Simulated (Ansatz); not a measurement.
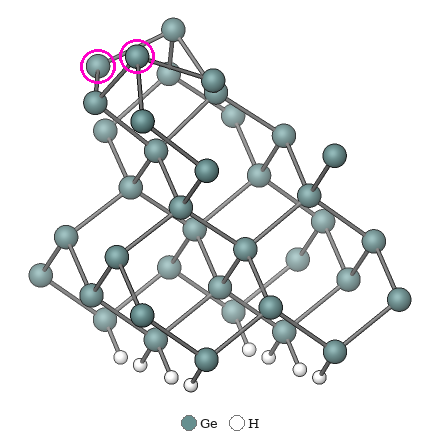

The system is a Ge(100) slab cut from the Fd-3m phase, its lower face capped with 8 H atoms (36 atoms in the cell); the picture shows the reference structure. Two atoms of the surface dimers are held at set heights. Coordinates scanned: (1) height of Ge25 above its place in the flat dimer; (2) height of Ge27 above its place in the flat dimer. Relaxed at each point: all atoms of the upper layers, but for the two heights. Grid: 7 × 7 points; 27 points were computed and 21 follow by symmetry. At 1 point there is no value. Points are written as (first, second). Energies are in meV, from the lowest grid point. Computed with Ansatz 0.2.0, DFT LDA, scalar-relativistic, plane waves, PAW. Settings: cutoff 420 eV, k-mesh 3×3×1, gaussian smearing 0.05 eV, no spin polarisation.

Range: height of Ge25 above its place in the flat dimer from −0.669 to 0.647 Å; height of Ge27 above its place in the flat dimer from −0.669 to 0.647 Å.

**Predict the map.**

The lowest grid point is at (−0.453 Å, 0.431 Å). The same energy is found at (0.431 Å, −0.453 Å). Other grid points that lie below all their neighbours: (−0.453 Å, −0.453 Å) (108 meV higher). The highest grid point, (0.431 Å, 0.647 Å), lies 621 meV above the lowest.

| second ↓, first → | −0.669 | −0.453 | −0.226 | 0.000 | 0.216 | 0.431 | 0.647 |
| --- | --- | --- | --- | --- | --- | --- | --- |
| 0.647 | 100 | 28 | 47 | 174 | 377 | 621 | – |
| 0.431 | 80 | 0 | 16 | 137 | 326 | 541 | 621 |
| 0.216 | 173 | 81 | 82 | 181 | 332 | 326 | 377 |
| 0.000 | 297 | 221 | 204 | 259 | 181 | 137 | 174 |
| −0.226 | 445 | 355 | 318 | 204 | 82 | 16 | 47 |
| −0.453 | 178 | 108 | 355 | 221 | 81 | 0 | 28 |
| −0.669 | 243 | 178 | 445 | 297 | 173 | 80 | 100 |

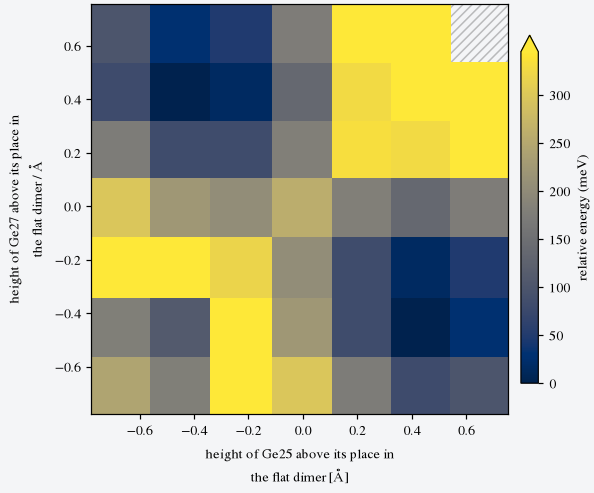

In the figure: one coloured cell a grid point, one colour for all values above the top of the scale, hatched blanks where no value was computed.

The whole map (27 points run) took 2.3 h on 4 threads of Arm Neoverse V1, on a shared host.
